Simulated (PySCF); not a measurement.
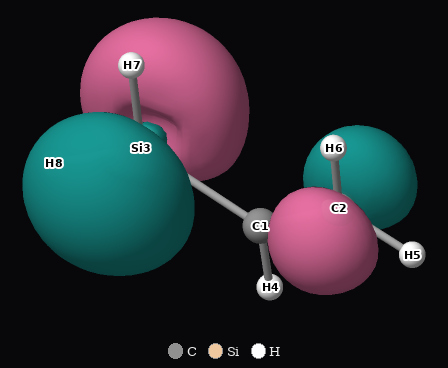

Figure 1: C2H5Si (SMILES C=C[SiH2+]) (charge +1). The LUMO at ±0.15 Å⁻³ᐟ² (teal and pink are the two phases), seen at an oblique angle.

Geometry: B3LYP-D3(BJ)/6-311G**.

Computed with PySCF, Gaussian-basis quantum chemistry of an isolated molecule with PySCF, energy and nuclear gradient, functional PBE0.

| atom | x (Å) | y (Å) | z (Å) |
| --- | --- | --- | --- |
| C | 0.1116 | 1.8196 | -0.5525 |
| C | -0.9403 | 1.0290 | -0.2276 |
| Si | 1.7778 | 1.2680 | -0.2017 |
| H | -0.0569 | 2.7838 | -1.0237 |
| H | -1.9609 | 1.3405 | -0.4297 |
| H | -0.8220 | 0.0576 | 0.2444 |
| H | 1.9688 | -0.0436 | 0.4373 |
| H | 2.9543 | 2.0853 | -0.5327 |

Question: Where does this orbital lie, and at what energy?

Answer: It lies mainly on Si3 (about 60 %) and C2 (about 20 %); it changes sign across the molecular plane (π type); π-bonding across C1–C2. Its energy is −8.96 eV.
